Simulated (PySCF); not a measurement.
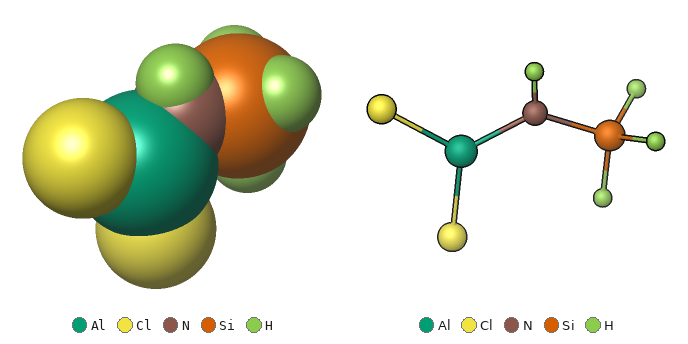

Both panels show the same species.

Computed geometry: PBE0-D3(BJ)/def2-SVP optimisation. No frequency run is at hand to confirm it as a minimum.

What is the molecular formula?

AlCl₂H₄NSi, 9 atoms: 1 aluminium, 2 chlorine, 4 hydrogen, 1 nitrogen and 1 silicon.

Count the bonded pairs by element.

3 Si–H, 2 Al–Cl, 1 N–Si, 1 Al–N, 1 N–H. Sticks follow a distance rule.

More results for the same structure follow; atom numbers are the same in all pictures, views and colours differ.

**Core levels**

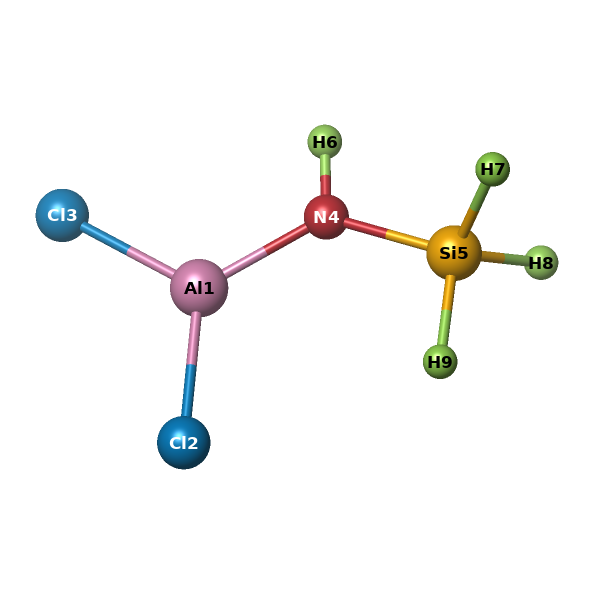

No frequency run is at hand to confirm it as a minimum. Level of theory: delta-SCF UKS SCAN, pcX-2 on the ionised atom (unc-x2c-TZVPall on a metal), pcseg-1 elsewhere, spin-free X2C (PySCF 2.14.0).

Give the core-electron binding energies (to vacuum; p and d levels without spin–orbit splitting) of Al1 1s, Al1 2p, Cl2 1s, Cl2 2p, N4 1s, Si5 1s, Si5 2p.

```
atom  level  binding energy (eV)
 Al1     1s               1568.5
 Al1     2p                 82.0
 Cl2     1s               2828.7
 Cl2     2p                206.7
  N4     1s                404.5
 Si5     1s               1847.2
 Si5     2p                107.6
```

**Electronic properties**

No frequency run is at hand to confirm it as a minimum. Level of theory: CAM-B3LYP/def2-SVPD, gas phase (PySCF 2.14.0). Excitations: vertical, linear response.

Predict the main results.

- dipole moment: 1.77 D
- HOMO energy (Kohn–Sham orbital): −9.50 eV
- LUMO energy (Kohn–Sham orbital): −0.36 eV
- HOMO–LUMO gap: 9.14 eV
- mean static polarisability: 83.8 bohr³
- lowest vertical singlet excitation: 6.00 eV
- its oscillator strength: 0.010
- brightest of the 15 lowest singlets: 7.66 eV
- its oscillator strength: 0.19

**Charges**

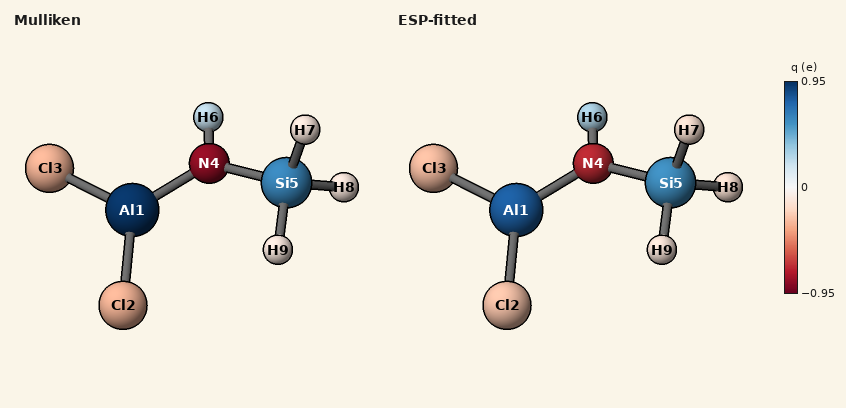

Atomic charges of one calculation by 2 schemes, on one colour scale. No frequency run is at hand to confirm it as a minimum. Level of theory: PBE0/pcSseg-1 (pcSseg-2 on Al) (PySCF 2.14.0).

On which atom do the schemes disagree most?

On Al1 (from 0.78 to 0.92 e).

List the charges (e), one line for each set of equivalent atoms. Atoms whose distances differ by more than 0.02 Å in this geometry are listed apart.

```json
{"atom": "Al1", "Mulliken": "0.92", "ESP-fitted": "0.78"}
{"atom": "Cl2", "Mulliken": "−0.31", "ESP-fitted": "−0.27"}
{"atom": "Cl3", "Mulliken": "−0.32", "ESP-fitted": "−0.29"}
{"atom": "N4", "Mulliken": "−0.83", "ESP-fitted": "−0.71"}
{"atom": "Si5", "Mulliken": "0.61", "ESP-fitted": "0.58"}
{"atom": "H6", "Mulliken": "0.23", "ESP-fitted": "0.29"}
{"atom": "H7", "Mulliken": "−0.10", "ESP-fitted": "−0.13"}
{"atom": "H8", "Mulliken": "−0.10", "ESP-fitted": "−0.14"}
{"atom": "H9", "Mulliken": "−0.09", "ESP-fitted": "−0.12"}
```

Mulliken values depend strongly on the basis set and can even reverse the polarity of a bond.
